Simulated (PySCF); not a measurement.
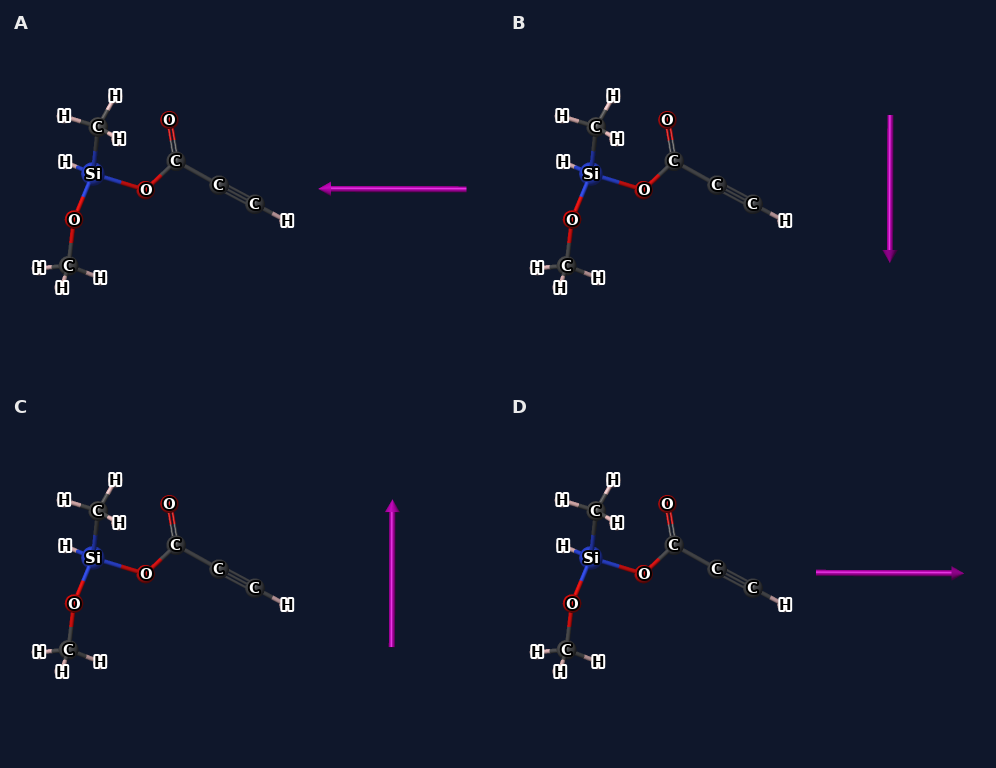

The same molecule four times, each with an arrow. The computed structure is the end point of a GFN2-xTB optimisation. No frequency run is at hand to confirm it as a minimum. Level of theory: PBE0/pcSseg-1, gas phase (PySCF 2.14.0).

### Which arrow points along the dipole moment, from the negative to the positive end?

B. The dipole moment is 2.57 D.

The geometry is semi-empirical. Around Si such bond lengths and angles can be off by a tenth of an ångström or more and by several degrees, and values that hang on the shape move with them.
